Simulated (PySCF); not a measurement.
## Electronic structure of C$_{7}$H$_{5}$O$_{2}$ (doublet) in real space

```xyz
14

O    -3.1080   -2.0136   -0.0516
C    -2.1615   -1.3284   -0.0332
C    -1.0917   -0.5313   -0.0121
C    -1.2504    0.8936    0.0460
C    -0.1429    1.6969    0.0671
C     1.1442    1.1704    0.0333
C     1.3195   -0.2187   -0.0236
O     2.5948   -0.6878   -0.0541
C     0.2380   -1.0666   -0.0458
H    -2.2469    1.3033    0.0710
H    -0.2721    2.7680    0.1107
H     2.0142    1.8039    0.0491
H     2.5922   -1.6519   -0.0902
H     0.3698   -2.1382   -0.0887
```

Geometry: GFN2-xTB.

All numbers below come from UKS B3LYP, pcH-1 on C H O, non-relativistic, mean-field spin-orbit, GIAO in PySCF 2.14.0, density-fitted response routines.

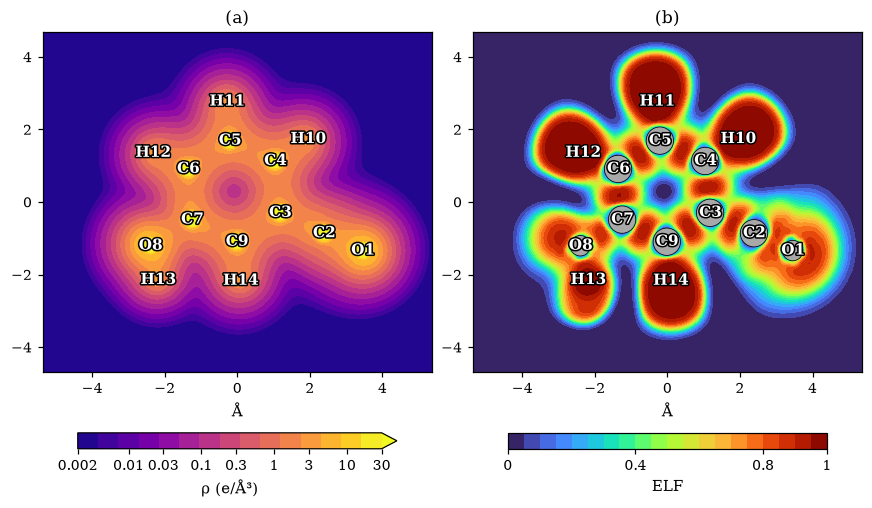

Figure 1. (a) total electron density; (b) electron localisation function on the molecular plane. Grey discs cover the atomic cores in the ELF map.

### What does the map show?

The section cuts through O, C and H sites. C–O (1.17 Å): the density is about 3.6 e/Å³ at the midpoint; the ELF peaks at about 0.85 between the atoms: a short, multiple covalent bond. C–C (1.33 Å): ρ is about 2.2 e/Å³ halfway; the ELF peaks at about 0.90 between the atoms (a short, multiple covalent bond). O–H (0.96 Å): ρ at the midpoint is about 3.7 e/Å³; the ELF climbs to about 1 towards the hydrogen, as it does in any bond to H (a covalent bond by its length). C–C (1.37 Å): ρ at the midpoint is about 2.2 e/Å³; the ELF peaks at about 0.95 between the atoms; localised, covalent bonding. C–C (1.43 Å): ρ is about 1.9 e/Å³ halfway; the ELF peaks at about 0.95 between the atoms: localised, covalent bonding. The ELF also peaks beside O1 and O8, away from the bonds: non-bonding electrons, paired or unpaired.

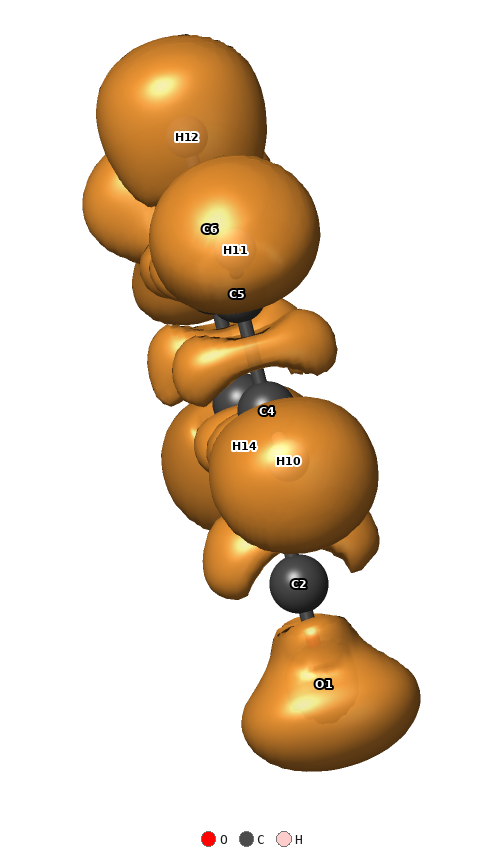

Figure 2. Isosurface of the ELF at 0.75 (orange), seen at an oblique angle. Only the valence region is drawn (cores and ρ < 0.01 e/Å³ removed).

### Where are the electrons localised?

At this value the surface marks out seven regions between bonded C–C atoms (shared pairs), four regions around hydrogen nuclei, one region on O in which the atom's valence shell and bonds are merged and one joined region spread over several atoms (H, O), in which their bonds and any lone pairs are merged.

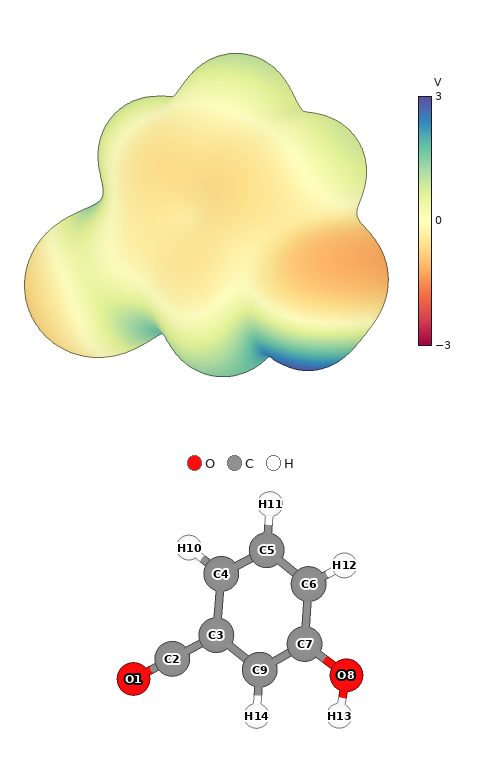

Figure 3. The electrostatic potential painted on the density surface at 0.002 e/bohr³, seen at a tilt; the colour scale runs from red (negative) to blue (positive). The bare structure is drawn below in the same view.

### Where is the surface potential most negative and most positive?

The most negative region (about −1.2 V) lies over O8, the most positive (about +2.9 V) over H13. O8 is the likeliest acceptor of a hydrogen bond.
